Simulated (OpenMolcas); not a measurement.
Relativistic diatomic calculation: FBe (part 2 of 2)

Continued. System: FBe. Method: SA-CASSCF(7,7)/XMS-CASPT2 + RASSI spin-orbit (X2C scalar, AMFI), ANO-RCC-VTZP (OpenMolcas).

**The program's output (extracts), continued**
```
++ Dipole transition strengths (spin-free states):
     for osc. strength at least  1.00000000E-05
      From   To        Osc. strength     Einstein coefficients Ax, Ay, Az (sec-1)    Total A (sec-1)
         1    7       1.32843191E-01  7.81268246E+07  2.09489904E+07  0.00000000E+00  9.90758150E+07
         1    8       1.32843190E-01  2.09489907E+07  7.81268244E+07  0.00000000E+00  9.90758150E+07
         1    2       1.55384212E-01  0.00000000E+00  0.00000000E+00  3.32095864E+08  3.32095864E+08
         1    9       2.99448729E-02  6.51472982E+04  7.93160318E+07  0.00000000E+00  7.93811791E+07
         1   10       2.99448729E-02  7.93160318E+07  6.51472389E+04  0.00000000E+00  7.93811790E+07
         1    3       1.15396634E-03  0.00000000E+00  0.00000000E+00  4.20330371E+06  4.20330371E+06
         7    2       3.59007138E-02  1.01316658E+07  2.72086176E+06  0.00000000E+00  1.28525275E+07
         7    9       8.36894029E-04  0.00000000E+00  0.00000000E+00  4.89206328E+05  4.89206328E+05
         7   10       2.66724488E-03  0.00000000E+00  0.00000000E+00  1.55913775E+06  1.55913775E+06
         7    4       2.60262356E-02  3.28353774E+07  4.36485081E+06  0.00000000E+00  3.72002282E+07
         7    5       2.60360904E-02  4.36981505E+06  3.28726780E+07  0.00000000E+00  3.72424930E+07
         7    6       2.59017838E-02  8.00556002E+06  2.98106004E+07  0.00000000E+00  3.78161604E+07
         8    2       3.59007110E-02  2.72086134E+06  1.01316651E+07  0.00000000E+00  1.28525264E+07
         8    9       2.66724506E-03  0.00000000E+00  0.00000000E+00  1.55913785E+06  1.55913785E+06
         8   10       8.36894129E-04  0.00000000E+00  0.00000000E+00  4.89206383E+05  4.89206383E+05
         8    4       2.60262492E-02  4.36485869E+06  3.28353888E+07  0.00000000E+00  3.72002475E+07
         8    5       2.60361000E-02  3.28726944E+07  4.36981215E+06  0.00000000E+00  3.72425066E+07
         8    6       2.59017616E-02  2.98105759E+07  8.00555191E+06  0.00000000E+00  3.78161278E+07
         2    9       5.27941334E-05  1.51630233E+00  1.45724188E+03  0.00000000E+00  1.45875818E+03
         2   10       5.27941358E-05  1.45724193E+03  1.51631516E+00  0.00000000E+00  1.45875824E+03
         2    3       1.24776663E-04  0.00000000E+00  0.00000000E+00  2.48861724E+04  2.48861724E+04
         9    3       5.13116592E-04  3.10398516E+01  4.03029763E+04  0.00000000E+00  4.03340161E+04
         9    4       5.87848722E-04  2.67960883E+03  1.06514516E+05  0.00000000E+00  1.09194125E+05
         9    5       5.88466166E-04  1.06850428E+05  2.68806551E+03  0.00000000E+00  1.09538494E+05
         9    6       2.94277571E-04  5.78902288E+04  5.42556751E+01  0.00000000E+00  5.79444845E+04
        10    3       5.13116594E-04  4.03029765E+04  3.10397938E+01  0.00000000E+00  4.03340163E+04
        10    4       5.87848777E-04  1.06514517E+05  2.67961819E+03  0.00000000E+00  1.09194135E+05
        10    5       5.88465942E-04  2.68806564E+03  1.06850386E+05  0.00000000E+00  1.09538452E+05
        10    6       2.94277727E-04  5.42537658E+01  5.78902615E+04  0.00000000E+00  5.79445153E+04
 Electric-quadrupole - electric-quadrupole not included
 Electric-dipole - electric-octupole not included
 Electric-dipole - magnetic-quadrupole not included
   Eigenvalues of complex Hamiltonian:
  (Shifted by EMIN (a.u.) =       -114.5303916781)
 SO State       Relative EMIN(au)   Rel lowest level(eV)    D:o, cm**(-1)      Omega
     1            -0.0000007427        0.0000000000              0.0000         0.5
     2            -0.0000007427        0.0000000000              0.0000         0.5
     3             0.1522204890        4.1421507304          33408.6987         0.5
     4             0.1522204890        4.1421507304          33408.6987         0.5
     5             0.1524896844        4.1494759102          33467.7803         1.5
     6             0.1524896844        4.1494759102          33467.7803         1.5
     7             0.2579124382        7.0181751830          56605.4003         0.5
     8             0.2579124382        7.0181751830          56605.4003         0.5
     9             0.2866527806        7.8002397411          62913.1764         1.5
    10             0.2866527806        7.8002397411          62913.1764         1.5
    11             0.2878113735        7.8317666606          63167.4581         0.5
    12             0.2878113735        7.8317666606          63167.4581         0.5
    13             0.3367116764        9.1624116902          73899.8341         0.5
    14             0.3367116764        9.1624116902          73899.8341         0.5
    15             0.3466497752        9.4328411346          76080.9946         1.5
    16             0.3466497752        9.4328411346          76080.9946         1.5
    17             0.3466551093        9.4329862838          76082.1653         0.5
    18             0.3466551093        9.4329862838          76082.1653         0.5
    19             0.3564686250        9.7000256498          78235.9831         3.5
    20             0.3564686250        9.7000256498          78235.9831         3.5
    21             0.3567874402        9.7087010544          78305.9549         2.5
    22             0.3567874402        9.7087010544          78305.9549         2.5
    23             0.3571533892        9.7186590322          78386.2714         1.5
    24             0.3571533892        9.7186590322          78386.2714         1.5
    25             0.3575837537        9.7303698483          78480.7255         0.5
    26             0.3575837537        9.7303698483          78480.7255         0.5
    27             0.3631340078        9.8813999552          79698.8655         1.5
    28             0.3631340078        9.8813999552          79698.8655         1.5
    29             0.3636027249        9.8941543985          79801.7370         2.5
    30             0.3636027249        9.8941543985          79801.7370         2.5
    31             0.3644861554        9.9181937657          79995.6276         0.5
    32             0.3644861554        9.9181937657          79995.6276         0.5
    33             0.3645057916        9.9187280941          79999.9372         1.5
    34             0.3645057916        9.9187280941          79999.9372         1.5
    35             0.3655378917        9.9468129699          80226.4570         0.5
    36             0.3655378917        9.9468129699          80226.4570         0.5
 Weights of the five most important spin-orbit-free states for each spin-orbit state.
 SO State  Total energy (au)           Spin-free states, spin, and weights
    1        -0.000001       1 0.5  1.0000   14 1.5  0.0000    7 0.5  0.0000    8 0.5  0.0000    6 0.5  0.0000
    2        -0.000001       1 0.5  1.0000   14 1.5  0.0000    7 0.5  0.0000    8 0.5  0.0000    6 0.5  0.0000
    3         0.152220       7 0.5  0.5000    8 0.5  0.5000    2 0.5  0.0000   12 1.5  0.0000   13 1.5  0.0000
    4         0.152220       7 0.5  0.5000    8 0.5  0.5000    2 0.5  0.0000   12 1.5  0.0000   13 1.5  0.0000
    5         0.152490       8 0.5  0.5000    7 0.5  0.5000   11 1.5  0.0000   14 1.5  0.0000   10 0.5  0.0000
    6         0.152490       8 0.5  0.5000    7 0.5  0.5000   11 1.5  0.0000   14 1.5  0.0000   10 0.5  0.0000
    7         0.257912       2 0.5  1.0000    9 0.5  0.0000   10 0.5  0.0000   14 1.5  0.0000    7 0.5  0.0000
    8         0.257912       2 0.5  1.0000    9 0.5  0.0000   10 0.5  0.0000   14 1.5  0.0000    7 0.5  0.0000
    9         0.286653      10 0.5  0.5000    9 0.5  0.5000   14 1.5  0.0000    8 0.5  0.0000    7 0.5  0.0000
   10         0.286653      10 0.5  0.5000    9 0.5  0.5000   14 1.5  0.0000    8 0.5  0.0000    7 0.5  0.0000
   11         0.287811       9 0.5  0.4999   10 0.5  0.4999    3 0.5  0.0003    2 0.5  0.0000    8 0.5  0.0000
   12         0.287811       9 0.5  0.4999   10 0.5  0.4999    3 0.5  0.0003    2 0.5  0.0000    8 0.5  0.0000
   13         0.336712       3 0.5  0.9997   10 0.5  0.0001    9 0.5  0.0001   14 1.5  0.0000    6 0.5  0.0000
   14         0.336712       3 0.5  0.9997   10 0.5  0.0001    9 0.5  0.0001   14 1.5  0.0000    6 0.5  0.0000
   15         0.346650      11 1.5  0.9987   14 1.5  0.0013    8 0.5  0.0000    7 0.5  0.0000   10 0.5  0.0000
   16         0.346650      11 1.5  0.9987   14 1.5  0.0013    8 0.5  0.0000    7 0.5  0.0000   10 0.5  0.0000
   17         0.346655      11 1.5  0.9990    6 0.5  0.0008   14 1.5  0.0001    8 0.5  0.0000    7 0.5  0.0000
   18         0.346655      11 1.5  0.9990    6 0.5  0.0008   14 1.5  0.0001    8 0.5  0.0000    7 0.5  0.0000
   19         0.356469      12 1.5  0.5163   13 1.5  0.4837    8 0.5  0.0000    7 0.5  0.0000    9 0.5  0.0000
   20         0.356469      12 1.5  0.5163   13 1.5  0.4837    8 0.5  0.0000    7 0.5  0.0000    9 0.5  0.0000
   21         0.356787      12 1.5  0.5448   13 1.5  0.4475    4 0.5  0.0038    5 0.5  0.0038    8 0.5  0.0000
   22         0.356787      12 1.5  0.5448   13 1.5  0.4475    4 0.5  0.0038    5 0.5  0.0038    8 0.5  0.0000
   23         0.357153      13 1.5  0.5436   12 1.5  0.4464    4 0.5  0.0051    5 0.5  0.0049    7 0.5  0.0000
   24         0.357153      13 1.5  0.5436   12 1.5  0.4464    4 0.5  0.0051    5 0.5  0.0049    7 0.5  0.0000
   25         0.357584      13 1.5  0.5163   12 1.5  0.4837    7 0.5  0.0000    8 0.5  0.0000   10 0.5  0.0000
   26         0.357584      13 1.5  0.5163   12 1.5  0.4837    7 0.5  0.0000    8 0.5  0.0000   10 0.5  0.0000
   27         0.363134       4 0.5  0.5786    5 0.5  0.4114   13 1.5  0.0051   12 1.5  0.0049   10 0.5  0.0000
   28         0.363134       4 0.5  0.5786    5 0.5  0.4114   13 1.5  0.0051   12 1.5  0.0049   10 0.5  0.0000
   29         0.363603       5 0.5  0.5799    4 0.5  0.4125   12 1.5  0.0039   13 1.5  0.0038    9 0.5  0.0000
   30         0.363603       5 0.5  0.5799    4 0.5  0.4125   12 1.5  0.0039   13 1.5  0.0038    9 0.5  0.0000
   31         0.364486      14 1.5  0.9998   11 1.5  0.0001    6 0.5  0.0000    3 0.5  0.0000    2 0.5  0.0000
   32         0.364486      14 1.5  0.9998   11 1.5  0.0001    6 0.5  0.0000    3 0.5  0.0000    2 0.5  0.0000
   33         0.364506      14 1.5  0.9987   11 1.5  0.0013    9 0.5  0.0000   10 0.5  0.0000    8 0.5  0.0000
   34         0.364506      14 1.5  0.9987   11 1.5  0.0013    9 0.5  0.0000   10 0.5  0.0000    8 0.5  0.0000
   35         0.365538       6 0.5  0.9991   11 1.5  0.0008   14 1.5  0.0000    3 0.5  0.0000    2 0.5  0.0000
   36         0.365538       6 0.5  0.9991   11 1.5  0.0008   14 1.5  0.0000    3 0.5  0.0000    2 0.5  0.0000
++ Dipole transition strengths (SO states):
        for osc. strength at least   1.00000000E-05
      From   To        Osc. strength     Einstein coefficients Ax, Ay, Az (sec-1)    Total A (sec-1)
         1    3       1.32844406E-01  4.94510013E+07  4.94508951E+07  0.00000000E+00  9.89018964E+07
         1    5       1.32839765E-01  4.96242189E+07  4.96243247E+07  0.00000000E+00  9.92485436E+07
         1    7       1.55380968E-01  0.00000000E+00  0.00000000E+00  3.32089986E+08  3.32089986E+08
         1    9       3.00290210E-02  3.96402724E+07  3.96402723E+07  0.00000000E+00  7.92805447E+07
         1   11       2.98538934E-02  3.97283027E+07  3.97283026E+07  0.00000000E+00  7.94566053E+07
         1   13       1.15209290E-03  0.00000000E+00  0.00000000E+00  4.19678435E+06  4.19678435E+06
         2    4       1.32844406E-01  4.94510013E+07  4.94508951E+07  0.00000000E+00  9.89018964E+07
         2    6       1.32839765E-01  4.96242189E+07  4.96243247E+07  0.00000000E+00  9.92485436E+07
         2    8       1.55380968E-01  0.00000000E+00  0.00000000E+00  3.32089986E+08  3.32089986E+08
         2   10       3.00290210E-02  3.96402724E+07  3.96402723E+07  0.00000000E+00  7.92805447E+07
         2   12       2.98538934E-02  3.97283027E+07  3.97283026E+07  0.00000000E+00  7.94566053E+07
         2   14       1.15209290E-03  0.00000000E+00  0.00000000E+00  4.19678435E+06  4.19678435E+06
         3    7       3.59688997E-02  6.45494168E+06  6.45492779E+06  0.00000000E+00  1.29098695E+07
         3   11       3.44049860E-03  0.00000000E+00  0.00000000E+00  2.03232545E+06  2.03232545E+06
         3   13       1.03416568E-05  5.65486896E+03  5.65486157E+03  0.00000000E+00  1.13097305E+04
         3   17       1.96915986E-05  1.19593611E+04  1.19594204E+04  0.00000000E+00  2.39187815E+04
         3   23       5.00458644E-04  3.37654558E+05  3.37654307E+05  0.00000000E+00  6.75308864E+05
         3   27       5.11871507E-02  3.65805947E+07  3.65805805E+07  0.00000000E+00  7.31611752E+07
         3
```

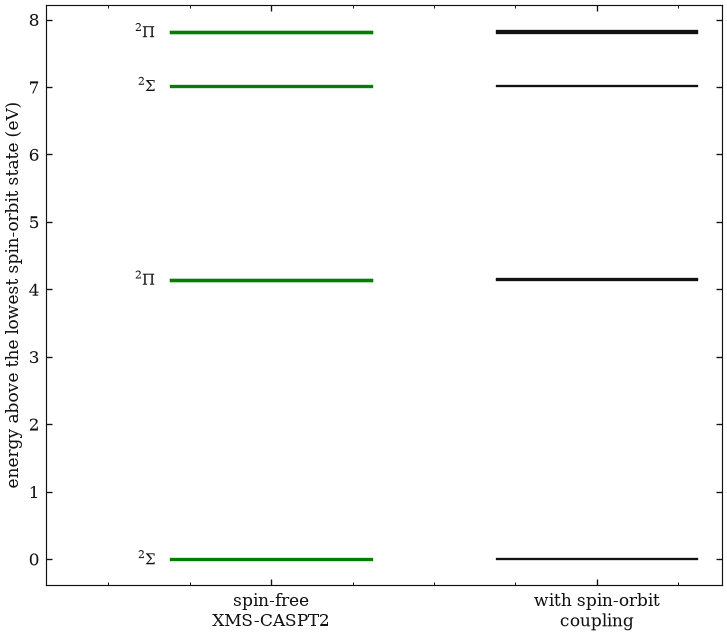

**Figure 1.** States up to 8.4 eV at 1.411 Å, without spin-orbit coupling (left, a colour for each spin multiplicity) and with it (right, where close levels merge). The spin-free states run ²Σ (0.00 eV), ²Π (4.15 eV), ²Σ (7.02 eV), ²Π (7.82 eV) from the lowest. The lowest spin-orbit levels have |Ω| = 1/2 (0 cm⁻¹), 1/2 (33,409 cm⁻¹), 3/2 (33,468 cm⁻¹), 1/2 (56,605 cm⁻¹), 3/2 (62,913 cm⁻¹).

**Key numbers**

- outcome: converged; components of a degenerate state are split by 18 cm⁻¹
- lowest spin-free state: ²Σ
- lowest spin-orbit level: Ω = 1/2, −114.53039 hartree
- next level: Ω = 1/2, 33,409 cm⁻¹
- wall time: 18 s

**Notes**

To bear in mind: the two components of ²Δ at 9.89 eV, degenerate in CASSCF as they must be, are split by 18 cm⁻¹ in XMS-CASPT2, an artefact that passes into its spin-orbit levels.
